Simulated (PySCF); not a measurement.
# [SmH4]−: other functionals and bases at one geometry

How far do other levels of theory move the description of [SmH4]−, and what does each cost? The species was built from a template and needn't be a known compound.

Computed with PySCF 2.14.0. Level: several levels, as the steps say, no spin–orbit coupling.

1 further run of the same task is left out (for a known fault of the program).

## (1) Starting geometry

5 atoms, charge -1, spin multiplicity 1.

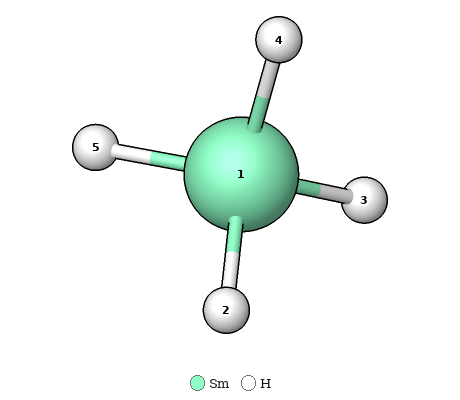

The geometry (samarium green, hydrogen white); atoms are numbered from 1 in the order of the file.

As a file:

```xyz
5

Sm    0.0000    0.0000    0.0000
H     1.2350    1.2350    1.2350
H    -1.2350   -1.2350    1.2350
H     1.2350   -1.2350   -1.2350
H    -1.2350    1.2350   -1.2350
```

Formal oxidation states: Sm +3. Each metal's 5 4f electrons lie in its core potential, so multiplicities, spins and levels count the valence alone. An earlier session relaxed this geometry at PBE0, Sm lcecp-1-SVP with ECP51, H def2-SVP (singlet, point group Td).

At PBE0 on the finer grid: E = -37.055608 Eh, HOMO -2.13 eV, LUMO 3.79 eV, Mulliken charge on Sm1 +0.27 e, largest force component 0.002 eV/Å. 

Levels to run: TPSS; B3LYP; PBE0, TZVP. Hardware: 2 threads of Arm Neoverse V1, shared host.

## (2) TPSS

run.py (the lines that set the calculation)

```python
mol = gto.M(atom='''
Sm     0.00000     0.00000     0.00000
H      1.23496     1.23496     1.23496
H     -1.23496    -1.23496     1.23496
H      1.23496    -1.23496    -1.23496
H     -1.23496     1.23496    -1.23496''',
    basis={'Sm': 'lcecp-1-SVP', 'H': 'def2-SVP'},
    ecp={'Sm': 'lcecp-1-SVP'},
    charge=-1, spin=0)
mf = dft.RKS(mol, xc='TPSS')
mf.grids.atom_grid = (75, 302)  # f atoms: unpruned, at least (60, 302)
mf = mf.density_fit()  # fitting sets: Sm AutoAux, H def2-universal-JKFIT
mf.conv_tol = 1e-08; mf.max_cycle = 55
mf.kernel(dm0)  # dm0: the density of the relaxed state
```

Command:

```console
> OMP_NUM_THREADS=2 python run.py
```

## (3) B3LYP

Edit run.py (the lines that set the calculation) of step 2 so:

```diff
@@ -9,3 +9,3 @@
     charge=-1, spin=0)
-mf = dft.RKS(mol, xc='TPSS')
+mf = dft.RKS(mol, xc='B3LYP')
 mf.grids.atom_grid = (75, 302)  # f atoms: unpruned, at least (60, 302)
```

## (4) PBE0, TZVP

Basis: Sm lcecp-1-TZVP with ECP51, H def2-TZVP. 

run.py (the lines that set the calculation)

```python
mol = gto.M(atom='''
Sm     0.00000     0.00000     0.00000
H      1.23496     1.23496     1.23496
H     -1.23496    -1.23496     1.23496
H      1.23496    -1.23496    -1.23496
H     -1.23496     1.23496    -1.23496''',
    basis={'Sm': 'lcecp-1-TZVP', 'H': 'def2-TZVP'},
    ecp={'Sm': 'lcecp-1-TZVP'},
    charge=-1, spin=0)
mf = dft.RKS(mol, xc='PBE0')
mf.grids.atom_grid = (75, 302)  # f atoms: unpruned, at least (60, 302)
mf = mf.density_fit()  # fitting sets: Sm AutoAux, H def2-universal-JKFIT
mf.conv_tol = 1e-08; mf.max_cycle = 55
mf.kernel(dm0)  # dm0: free metal ions and neutral atoms
```

Before running it: what results should come out? Wanted: for each run, HOMO; gap; charge on Sm1; dipole; largest force.

**Answer**, as computed:

| level | state | HOMO (eV) | gap (eV) | charge on Sm1 (e) | dipole (D) | largest force (eV/Å) | basis functions | time |
| --- | --- | --- | --- | --- | --- | --- | --- | --- |
| PBE0 (relaxed here) | singlet | -2.13 | 5.92 | 0.27 | 0.00 | 0.00 | 53 | 2.9 s |
| TPSS | singlet | -1.14 | 4.35 | 0.40 | 0.00 | 0.02 | 53 | 2.1 s |
| B3LYP | singlet | -1.94 | 5.52 | 0.20 | 0.00 | 0.03 | 53 | 1.4 s |
| PBE0, TZVP | singlet | -2.18 | 5.94 | 0.55 | 0.00 | 0.00 | 71 | 3.6 s |

Times are on 2 threads of Arm Neoverse V1, shared host; the first row also made further properties. The dipole of a charged species depends on the origin, so these sizes hold for this origin alone.

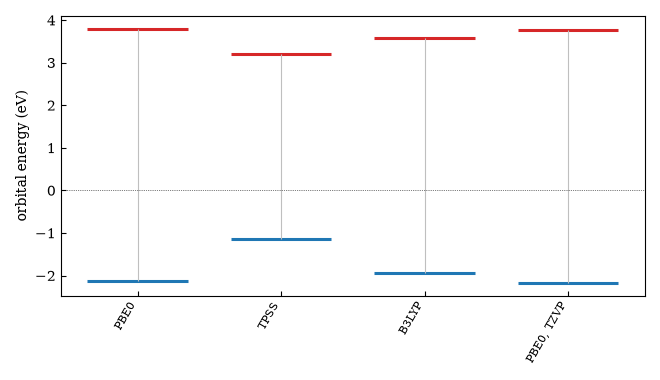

Highest filled and lowest empty level, method by method.

In one basis the HOMO–LUMO gap runs from 4.35 eV (TPSS) to 5.92 eV (PBE0). The largest leftover force, 0.03 eV/Å with B3LYP, stands at a geometry relaxed at another level. The Mulliken charge on Sm spans +0.20 to +0.55 e over the levels. With 4f in the core, its levels are missing from HOMO and gap. Total energies of different levels can't be compared. Spin–orbit coupling is left out throughout.
